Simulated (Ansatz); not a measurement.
# CH6BNO2 (SMILES COB(N)O): revPBE/6-31G(d) (spherical functions)

Aim: the energy change on altering one bond length of CH6BNO2 at revPBE/6-31G* (spherical functions), from 2 runs. 

The results are computed with Ansatz 0.2.0.

131 further runs of the same task are left out: 1 that didn't finish, 130 set aside as unsound or not needed.

**1. The structure to begin with**

CH6BNO2: 11 atoms, total charge 0, spin state singlet. SMILES: `COB(N)O`. The shape is that of a PBE0-D4/def2-TZVP optimisation. This is one conformer, not always the lowest.

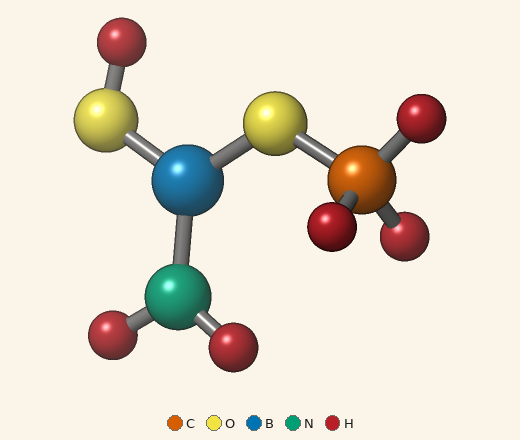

Viewed from a chosen angle; carbon orange, oxygen yellow, boron blue, nitrogen teal, hydrogen red.

**2. The energy at revPBE/6-31G(d) (spherical functions)**

molecule.yaml

```yaml
crystal:
  periodic: [false, false, false]
  atoms:
    - symbol: C
      position_ang: [0.713500, 0.851600, 1.129700]
    - symbol: O
      position_ang: [-0.446700, 0.102500, 0.878500]
    - symbol: B
      position_ang: [-0.644000, -0.506700, -0.338400]
    - symbol: "N"
      position_ang: [0.275800, -0.431900, -1.403700]
    - symbol: O
      position_ang: [-1.801000, -1.223100, -0.514800]
    - symbol: H
      position_ang: [0.801300, 1.701800, 0.443100]
    - symbol: H
      position_ang: [0.654400, 1.238600, 2.147600]
    - symbol: H
      position_ang: [1.616900, 0.236000, 1.047600]
    - symbol: H
      position_ang: [1.144100, 0.066300, -1.366900]
    - symbol: H
      position_ang: [0.095200, -0.890900, -2.277500]
    - symbol: H
      position_ang: [-2.344100, -1.201100, 0.275400]
basis:
  gaussian: {orbitals: 6-31G_st_-spherical.json}
hamiltonian: {xc: {name: revPBE}}
accuracy: high
output: {orbitals: {seedname: orbitals}}
```

The basis set 6-31G* is read from a file made from the Basis Set Exchange's data (not shown).

Started as:

```bash
$ ansatz run molecule.yaml --threads 1 --pin off --max-ram 3480MiB --events-out events.jsonl --progress --plain --runs-dir runs
```

Standard output:

```text
Warning: RAYON_NUM_THREADS=1 ignored (pool sized by the plan → 1); use --threads N
Functional definition: revPBE
  name "revPBE"
  parameter kappa = 1.245
  parameter beta = 0.06672455060314922
  exchange = pbe_x(kappa = kappa, mu = beta*pi^2/3)
  correlation = pbe_c(beta = beta)
1994 factors; integrals over basis functions are off by at most 3.4e-9 eV
mean field evaluation 1: about -7383.5375 eV, gradient 8.0e1 eV
mean field evaluation 2: about -7365.6790 eV, gradient 1.2e2 eV
mean field evaluation 4: about -7395.7492 eV, gradient 4.9e0 eV
mean field evaluation 8: about -7395.7947 eV, gradient 9.7e-2 eV
mean field evaluation 16: about -7395.7947 eV, gradient 6.5e-6 eV
mean field -7395.79472457 eV, -271.7904430782 hartree, gradient 4.8e-8 eV, S^2 0.000000; 0 other end points of the search recorded, 0 dependent functions left out
reference -7395.79472772 eV, -271.7904431941 hartree; 20, 20 occupied and 62, 62 virtual orbitals, 1994 factors
Total energy: -7395.79472772 eV, -271.7904431941 hartree
```

Run time: 6.6 s. Hardware: 1 thread of Arm Neoverse V1, shared host; peak memory 0.22 GiB.

**3. The distorted shape, same level**

molecule.yaml

```yaml
crystal:
  periodic: [false, false, false]
  atoms:
    - {symbol: C, position_ang: [-0.022358, 0.791759, 1.981960]}
    - {symbol: O, position_ang: [-1.182558, 0.042659, 1.730760]}
    - {symbol: B, position_ang: [-1.379858, -0.566541, 0.513860]}
    - {symbol: N, position_ang: [0.275800, -0.431900, -1.403700]}
    - {symbol: O, position_ang: [-2.536858, -1.282941, 0.337460]}
    - {symbol: H, position_ang: [0.065442, 1.641959, 1.295360]}
    - {symbol: H, position_ang: [-0.081458, 1.178759, 2.999860]}
    - {symbol: H, position_ang: [0.881042, 0.176159, 1.899860]}
    - {symbol: H, position_ang: [1.144100, 0.066300, -1.366900]}
    - {symbol: H, position_ang: [0.095200, -0.890900, -2.277500]}
    - {symbol: H, position_ang: [-3.079958, -1.260941, 1.127660]}
basis:
  gaussian: {orbitals: 6-31G_st_-spherical.json}
hamiltonian: {xc: {name: revPBE}}
accuracy: high
output: {orbitals: {seedname: orbitals}}
```

The basis set 6-31G* is read from a file made from the Basis Set Exchange's data (not shown).

Started as:

```bash
$ ansatz run molecule.yaml --threads 1 --pin off --max-ram 3480MiB --events-out events.jsonl --progress --plain --runs-dir runs
```

Standard output, shortened:

```text
Warning: RAYON_NUM_THREADS=1 ignored (pool sized by the plan → 1); use --threads N
[... 6 set-up lines as earlier in the session ...]
1946 factors; integrals over basis functions are off by at most 3.4e-9 eV
mean field evaluation 1: about -7372.9441 eV, gradient 9.1e1 eV
mean field evaluation 2: about -7259.1038 eV, gradient 1.6e2 eV
mean field evaluation 4: about -7389.4281 eV, gradient 1.9e1 eV
mean field evaluation 8: about -7390.8527 eV, gradient 5.3e-1 eV
mean field evaluation 16: about -7390.8464 eV, gradient 7.0e-4 eV
mean field -7390.84641357 eV, -271.6085960032 hartree, gradient 6.0e-8 eV, S^2 0.000000; 0 other end points of the search recorded, 0 dependent functions left out
reference -7390.84641692 eV, -271.6085961263 hartree; 20, 20 occupied and 62, 62 virtual orbitals, 1946 factors
Total energy: -7390.84641692 eV, -271.6085961263 hartree
```

Run time: 6.9 s. Hardware: 1 thread of Arm Neoverse V1, shared host; peak memory 0.22 GiB.

**4. Summary of results**

Level: revPBE/6-31G* (spherical functions).

| quantity | value |
| --- | --- |
| first shape: total energy | -271.79044 Eh |
| first shape: HOMO energy | -5.46 eV |
| first shape: LUMO energy | 1.64 eV |
| first shape: HOMO–LUMO gap | 7.10 eV |
| distorted shape: total energy | -271.60860 Eh |
| distorted shape: HOMO energy | -3.09 eV |
| distorted shape: LUMO energy | -2.36 eV |
| distorted shape: HOMO–LUMO gap | 0.73 eV |
| energy change with the B3–N4 bond stretched from 1.409 to 2.537 Å | 4.948 eV |

**Reading.** With the B3–N4 bond stretched from 1.409 to 2.537 Å the energy rises by 4.95 eV (114 kcal/mol). The first shape isn't relaxed at this level, so the change isn't measured from a minimum.
